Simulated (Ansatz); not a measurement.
# Starting-point dependence of the GW gap of InSe (P-6m2)

Aim: G0W0 for InSe (P-6m2) on several starting functionals, at one mesh, band count and screening cutoff.

Method: G0W0 on several functionals, plane waves, PAW, in Ansatz 0.2.0.

## (1) Starting point

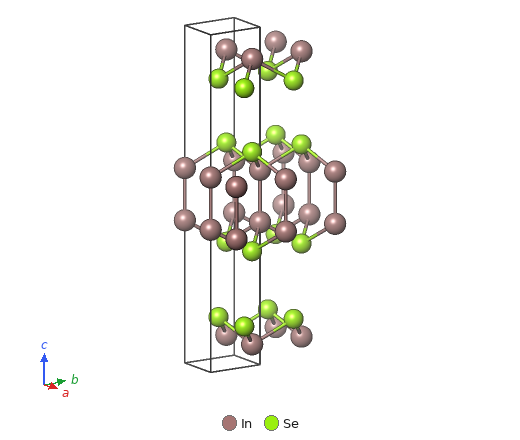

The starting structure, seen slightly off an axis (indium brown, selenium green). 2×2×1 cells are drawn. Some periodic images of atoms are drawn too.

The cell and positions are those that the Materials Project relaxed with its own functionals (PBE, PBE+U or r2SCAN), kept fixed.

## (2) G0W0 on LDA

Now the one-shot GW correction: screening in the RPA, then the self-energy of the levels asked for. This step takes PAW set soft_1 files.

This step: G0W0 on LDA, plane waves, PAW; PAW set soft_1.

Input file input.yaml:

```yaml
crystal:
  lattice:
    - [4.0473293151, 0.0, 0.0]
    - [-2.0236646576, 3.5050900044, 0.0]
    - [0.0, 0.0, 18.05206491]
  atoms:
    - { symbol: In, position: [0.0, 0.0, 0.57739368] }
    - { symbol: In, position: [0.0, 0.0, 0.42260632] }
    - { symbol: In, position: [0.33333333, 0.66666667, 0.92260951] }
    - { symbol: In, position: [0.33333333, 0.66666667, 0.07739049] }
    - { symbol: Se, position: [0.66666667, 0.33333333, 0.85300007] }
    - { symbol: Se, position: [0.66666667, 0.33333333, 0.14699993] }
    - { symbol: Se, position: [0.33333333, 0.66666667, 0.64701572] }
    - { symbol: Se, position: [0.33333333, 0.66666667, 0.35298428] }
kpoints:
  mp_grid: { grid: [6, 6, 2] }
hamiltonian:
  xc: lda
  pseudopotentials: { kind: paw, azcp: { folder: soft_1 }, xc_functional: pbe }
scf:
  occupations: { method: fixed }
gw:
  n_empty_bands: 496
  ecut_chi: 90
  qp_bands: [v2, c2]
  qp_kpoints: band_edges
  screening: { model: contour_deformation }
```

Launch:

```
ansatz run input.yaml --threads 3 --pin off --max-ram 92160MiB --backend cuda --events-out ev --progress --plain --runs-dir out --devices 1 --max-vram 13GiB
```

Numbers of over 12 decimals in the logs are rounded to 6 here.

The program printed:

```text
GPUs: using 1 of 1 available (devices: 1).
Engine: ansatz 0.2.0, x86_64-unknown-linux-gnu
Pseudopotentials: kind: paw
Pseudopotential: In, paw, valence charge 13, recommended cutoff 420 eV (normal), soft_1/In.paw.azcp
Pseudopotential: Se, paw, valence charge 16, recommended cutoff 420 eV (normal), soft_1/Se.paw.azcp
Functional definition: SPW92
  exchange = slater_x
  correlation = pw_c
device memory: the entry about to start is reckoned to put 4.4 GiB on a device that reports 53.1 GiB free (of which the cap on the GPU budget leaves the run 13.0 GiB)
GPU FFT provider: cuFFT
GPU libraries: cuBLAS 13.8.2, cuFFT 12.4.0, cuSOLVER 12.3.4
Crystal: 8 atoms, lattice volume = 256.091 Å³
Basis set: ecut = 420 eV, 4981 PW (Γ)
Bands: 70, of which v1, the nominal top of the filled ones, is band 58 counted from 1 (57 counted from 0)
Symmetry: 12 space group operations
Space group: P-6m2 (ITA 187), of the structure as read, at distance tolerance 6.4e-5 Å
k-points: 14 of 72 (time reversal used)
Non-local potential: In, projectors of the file, l = 0: 2, l = 1: 2, l = 2: 2, l = 3: 1
Non-local potential: Se, projectors of the file, l = 0: 2, l = 1: 2, l = 2: 3, l = 3: 1
PAW form: soft (Blöchl's): semilocal exchange-correlation on the pseudo side does not see the compensation charge
PAW frozen core: In, regenerated for the run's functional, and the local potential with it (the file was generated under x = pbe(κ = 0.804, μ = 0.219515), c = pbe(β = 0.066725))
PAW frozen core: Se, regenerated for the run's functional, and the local potential with it (the file was generated under x = pbe(κ = 0.804, μ = 0.219515), c = pbe(β = 0.066725))
PAW one-centre angular grid: In, 590 points (default); XC on 64 Gauss nodes
PAW one-centre angular grid: Se, 590 points (default); XC on 64 Gauss nodes
Initial density: superposition of atomic densities (chi_scale 0.1, normalization cell, long waves kept (reshape's long-wave potential 0.79 eV rms))
Initial wavefunctions: pseudopotential atomic-orbital guess
GPU buffer pool allocated for 112500 grid points (all kernels)
GPU transforms: local potential and band sums: pruned to the plane-wave sphere, on 27×27×125
Functional: x = slater, c = lda
SCF iter   1: F=—  HF=-43370.926060 eV  |F-HF|=—  |Δ(HF+E_count)|=         —  Δρ=4.58e-2  dr2=3.01e1  ethr=3.10e-3  ⟨swp⟩=4.9  Hψ=3320  notcnv=0  defer=129
preconditioner: auto → Resta (q_TF=auto, 2.391 Å⁻¹)  ε∞=3.0  [insulator: Δε(μ)=0.476 eV  Ē_g=14.413 eV  n_scr=66 (ndim 8)  ℏωp=20.2 eV  f_vac=0.113  ε∞_Penn≈3.0]
SCF iter   2: F=—  HF=-43365.979229 eV  |F-HF|=—  |Δ(HF+E_count)|=    4.95e0  Δρ=1.89e-2  dr2=1.32e0  ethr=3.10e-3  ⟨swp⟩=4.4  Hψ=1951  notcnv=0  defer=129
SCF iter   3: F=—  HF=-43365.592339 eV  |F-HF|=—  |Δ(HF+E_count)|=   3.87e-1  Δρ=1.03e-2  dr2=2.26e-1  ethr=1.14e-3  ⟨swp⟩=3.1  Hψ=1902  notcnv=0  defer=133
SCF iter   4: F=—  HF=-43365.502423 eV  |F-HF|=—  |Δ(HF+E_count)|=   8.99e-2  Δρ=1.26e-3  dr2=1.17e-2  ethr=1.95e-4  ⟨swp⟩=2.0  Hψ=1218  notcnv=0  defer=134
SCF iter   5: F=—  HF=-43365.496955 eV  |F-HF|=—  |Δ(HF+E_count)|=   5.47e-3  Δρ=7.30e-4  dr2=1.87e-3  ethr=1.01e-5  ⟨swp⟩=2.8  Hψ=1735  notcnv=0  defer=140
SCF iter   6: F=—  HF=-43365.497261 eV  |F-HF|=—  |Δ(HF+E_count)|=   3.06e-4  Δρ=1.98e-4  dr2=4.29e-4  ethr=1.61e-6  ⟨swp⟩=2.0  Hψ=1067  notcnv=0  defer=140
SCF iter   7: F=—  HF=-43365.497219 eV  |F-HF|=—  |Δ(HF+E_count)|=   4.21e-5  Δρ=6.39e-5  dr2=4.90e-5  ethr=3.70e-7  ⟨swp⟩=2.0  Hψ=1019  notcnv=0  defer=103
SCF iter   8: F=—  HF=-43365.497214 eV  |F-HF|=—  |Δ(HF+E_count)|=   4.53e-6  Δρ=1.56e-5  dr2=1.07e-6  ethr=4.22e-8  ⟨swp⟩=2.8  Hψ=1441  notcnv=0  defer=100
SCF iter   9: F=—  HF=-43365.497214 eV  |F-HF|=—  |Δ(HF+E_count)|=   2.62e-7  Δρ=5.82e-6  dr2=3.91e-7  ethr=8.62e-11  ⟨swp⟩=11.5  Hψ=4512  notcnv=0
SCF iter  10: F=-43365.497214 eV  HF=-43365.497214 eV  |F-HF|=2.68e-8  |Δ(HF+E_count)|=   3.69e-8  Δρ=2.47e-6  dr2=4.59e-8  ethr=8.62e-11  ⟨swp⟩=2.4  Hψ=2824  notcnv=0
SCF 1 converged in 10 iterations: F = -43365.497214 eV  dr2 = 4.59e-8
  greatest PAW one-centre occupation: 1.000 electrons in one spin orbital (limit 2), on the Se atom at site 7 (counted from 0), in its partial waves of l = 2
device memory: the entry about to start is reckoned to put 5.4 GiB (of the 5.5 GiB reckoned in all, the device holds 0.1 GiB already) on a device that reports 42.7 GiB free (of which the cap on the GPU budget leaves the run 12.9 GiB)
NSCF: frozen V_eff on 14 k-points
the band table was solved once the SCF had ended and its energy, with any forces and stress, was formed, with the checks that follow a solve (3628 applications of the Hamiltonian). They found nothing against the state; the energy, forces and stress were not computed again (output.eigenvalues in the input reference)
device memory: the entry about to start is reckoned to put 8.2 GiB on a device that reports 42.2 GiB free (of which the cap on the GPU budget leaves the run 13.0 GiB)
NSCF: frozen V_eff on 14 k-points
G₀W₀ screening: q 1/14
[... further progress lines ...]
SCF converged after 10 iterations
Free energy (F): -43365.497214 eV
Harris-Foulkes:  -43365.497214 eV  (|F-HF|=2.68e-8)
Internal energy: -43365.497214 eV  (E = F + TS)
E sigma→0 (E₀):  -43365.497214 eV
Fermi energy:    5.491006 eV
--- Per-component energies (eV) ---
  E_band       = -2005.748359
  E_kinetic    = 1319.043952
  E_local      = -17664.265544  (includes V_loc(G=0)·N_el)
  E_nonlocal   = -79.951905
  E_hartree    = 8516.492768
  E_xc         = -904.124009
  E_vxc        = -720.561362  (∫ρ·V_xc dr)
  E_paw        = -24461.021613  (= ΣΔE_a)
  E_vpaw       = -1893.000890  (= ΣTr[D̂ρ^β])
  E_aug_tail   = -0.001154  (compensation charges beyond the density's cutoff)
  E_ewald      = -10101.677288
  E_core_change = 10.007578  (= ΣΔE_core)
  E_smearing   = -0.000000  (= −TS)
  E_closure    = 0.000000  (closes the sum)
  Σ components = -43365.497214   (vs F -43365.497214, Δ=0.00e0)
--- Band table (eV; the first three rows and the last of 14) ---
  k-point 0: bands = [... 54 lower, 4.5056, 4.5555, 4.5555, 5.4910, 5.9908, 6.8453, 7.5478, 7.5955, ... 8 higher]
  k-point 1: bands = [... 54 lower, 4.5380, 4.5380, 4.8784, 4.8901, 6.5195, 6.5349, 7.5756, 7.5818, ... 8 higher]
  k-point 2: bands = [... 54 lower, 4.2199, 4.2917, 4.7796, 5.3647, 7.1797, 7.5679, 8.2338, 8.3645, ... 8 higher]
  k-point 13: bands = [... 54 lower, 3.6230, 3.7279, 3.9136, 4.0154, 7.5157, 7.5867, 7.9955, 8.0794, ... 8 higher]
--- G₀W₀: contour deformation, 8 samples at zero and on the imaginary axis and 2 off it, 72 q-points, 496 empty bands' worth ---
  eigenvalues of the whole cell's RPA ε∞ on this k-mesh (on a slab, of 1 + 4πα/V) = 8.1237, 8.1237, 10.7994; static W/v taken at q = 0 is 0.117272
  bands read: the sum over 554 bands ends inside a degenerate multiplet in 1 slot, whose members it reads at an even weight; the widest, k=1: bands 554 to 555 (counted from 1) at 1/2 each
  gw.qp_kpoints: band_edges: 11 of 14 stored k-points solved, in 1 pass; an edge of the gap read off the rows below is read off those points alone
    valence top: of the k-points left out ik 9 came nearest to being solved in a further pass, in band 57 (counted from 1, as in the quasiparticle table): it holds the edge there only if its correction is more favourable than any solved in that band by at least 0.535 eV; those differ by 0.116 eV
    conduction bottom: of the k-points left out ik 11 came nearest to being solved in a further pass, in band 59 (counted from 1, as in the quasiparticle table): it holds the edge there only if its correction is more favourable than any solved in that band by at least 1.276 eV; those differ by 0.404 eV
  `?` marks the rows in doubt; gw_qp.tsv's column doubts and the gw_qp event give each row's grounds
    ik  band        ε_KS         Σx   Σc(E_QP)       V_xc       Z   E_QP_lin       E_QP  E_QP is
     0    57      4.5555   -17.9809     1.7080   -15.9939  0.7309     4.2701     4.2765  root
     0    58      5.4910   -16.2662     1.0882   -14.9125  0.7397     5.2204     5.2255  root
     0    59      5.9908   -10.0121    -2.8862   -13.5822  0.7703     6.5807     6.6747  root ?
     0    60      6.8453   -10.8235    -3.2124   -14.7222  0.7517     7.4616     7.5315  root
     1    57      4.8784   -14.9649     1.0305   -13.7017  0.7340     4.6411     4.6457  root
     1    58      4.8901   -14.9802     1.0333   -13.7128  0.7341     4.6512     4.6559  root
     1    59      6.5195   -11.0065    -2.7943   -14.4606  0.7567     7.0592     7.1793  root ?
     1    60      6.5349   -11.0356    -2.7947   -14.4910  0.7562     7.0740     7.1956  root ?
     2    57      4.7796   -15.2713     1.3758   -13.5676  0.7324     4.4400     4.4517  root
     2    58      5.3647   -16.2882     1.1974   -14.8068  0.7393     5.0743     5.0807  root
     2    59      7.1797   -10.8203    -3.2337   -14.7620  0.7577     7.8213     7.8877  root
     2    60      7.5679   -11.2440    -3.4980   -15.4668  0.7462     8.2541     8.2927  root
     3    57      5.0902   -15.8693     1.2718   -14.2984  0.7366     4.7830     4.7911  root
     3    58      5.0934   -15.8618     1.2727   -14.2891  0.7366     4.7851     4.7933  root
     3    59      7.3645   -10.9763    -3.3317   -15.0193  0.7527     8.0175     8.0759  root
     3    60      7.3723   -10.9812    -3.3346   -15.0271  0.7526     8.0255     8.0836  root
     4    57      4.5938   -15.5321     1.3809   -13.8249  0.7340     4.2564     4.2674  root
     4    58      4.7391   -15.6565     1.3058   -14.0370  0.7372     4.4161     4.4255  root
     4    59      7.2132    -6.9158    -3.5194   -10.8432  0.7722     7.6488     7.6212  root ?
     4    60      7.3648   -10.0786    -3.5407   -14.3376  0.7581     8.0292     8.0831  root
     5    57      4.6725   -15.6274     1.3475   -13.9605  0.7355     4.3431     4.3532  root
     5    58      4.6822   -15.6601     1.3447   -13.9972  0.7357     4.3540     4.3639  root
     5    59      7.2784    -8.1583    -3.4286   -12.2308  0.7667     7.8073     7.9222  root ?
     5    60      7.3369    -8.0599    -3.4252   -12.1192  0.7659     7.8536     7.9710  root ?
     6    57      4.0105   -14.8891     1.4758   -13.0646  0.7301     3.6474     3.6619  root
     6    58      4.1443   -15.0120     1.4165   -13.2537  0.7331     3.7895     3.8024  root
     6    59      7.0466    -9.6361    -3.4565   -13.7953  0.7641     7.6787     7.7493  root
     6    60      7.1061    -7.6399    -3.3835   -11.4148  0.7670     7.5198     7.4975  root ?
     7    57      4.0788   -15.0093     1.4630   -13.1993  0.7313     3.7181     3.7320  root
     7    58      4.1247   -15.1697     1.4608   -13.3683  0.7315     3.7714     3.7842  root
     7    59      6.9722    -8.5841    -3.3220   -12.5525  0.7677     7.5031     7.6185  root ?
     7    60      7.0565    -8.7963    -3.3044   -12.7450  0.7656     7.5853     7.7008  root ?
     8    57      4.8037   -15.6284     1.3459   -13.9587  0.7360     4.4692     4.4798  root
[...]
12    57      3.9118   -14.8523     1.3582   -13.1482  0.7383     3.5523     3.5660  root
    12    58      3.9474   -14.9777     1.3693   -13.2657  0.7379     3.5914     3.6047  root
    12    59      7.5631    -6.8981    -3.4346   -10.6758  0.7659     7.9192     7.9062  root
    12    60      7.5716    -6.9089    -3.4298   -10.6786  0.7652     7.9241     7.9116  root
    13    57      3.9136   -14.8631     1.3593   -13.1578  0.7384     3.5540     3.5677  root
    13    58      4.0154   -15.5454     1.5217   -13.6811  0.7325     3.6597     3.6729  root
    13    59      7.5157    -7.0649    -3.4413   -10.8689  0.7667     7.8943     7.8783  root
    13    60      7.5867    -6.9941    -3.4353   -10.7735  0.7648     7.9440     7.9309  root
```

The job ended after 76 s (1 × NVIDIA H100 80GB HBM3 (shared by 6 runs) with 3 threads of AMD EPYC 7R13 (Zen 3), shared host; peak memory 2.6 GiB).

Reading the cycles: dr2 is the Hartree energy of the density residual (eV), the measure of convergence; HF is the Harris–Foulkes estimate of the energy, which meets the free energy F at convergence.

Numbers from this step:

- bands summed: 554
- RPA ε∞ on this mesh (eigenvalues): 8.124, 8.124, 10.80
- plane waves in the screening matrix: 501
- q-points in the mesh: 72
- G0W0 gap on the mesh: 1.449 eV
- k of the valence top: 0, 0, 0
- k of the conduction bottom: 0, 0, 0
- starting gap on the mesh: 0.4998 eV
- Z at the valence top: 0.7397
- Z at the conduction bottom: 0.7703
- least direct G0W0 gap on the computed points: 1.449 eV

The gap on the mesh goes from 0.50 eV to 1.45 eV, a correction of +0.95 eV. The program marks an edge row as in doubt. Between the two edge states, bare exchange in place of the xc potential would open the gap by 4.92 eV, and correlation takes back 3.97 eV.

(Continued in part 2 of 2.)

[Paths, hosts, dates, memory and timing lines, banners, echoed tables and standing remarks are left out of the program output.]

[Logs are printed without paths, hosts, clocks, repeated set-up lines and the standing remarks that a program may print on its own settings, such as how far it seeks lower states.]

[Runs of the session that timed out or met a known fault of the program may be left out.]

[Cells called generated may have been cut or substituted from an entry of the Crystallography Open Database or the Materials Project.]

[Hosts, paths, dates, database ids (printed as entryN), source tags and the programs' standing remarks are cut or masked in the printed files.]
